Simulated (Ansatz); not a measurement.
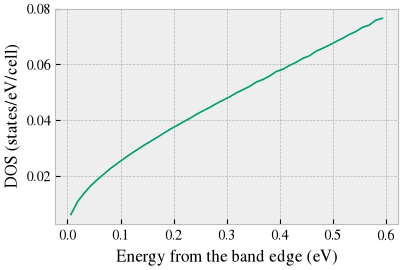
Density of states of SiC (F-43m) above the conduction band minimum, r2SCAN with spin-orbit coupling, rigid bands (Ansatz, a quantum-chemistry and plane-wave program); cell volume 20.7 Å³.

### Question
What effective density of states at 300 K does this give (∫ g(E) exp(−E/k_BT) dE, both spins, divided by the cell's size)?

### Answer
1.4e19 cm⁻³, a density-of-states mass of 0.69 mₑ, valleys and band degeneracy included.

Geometry: cell and atoms relaxed with PBEsol.
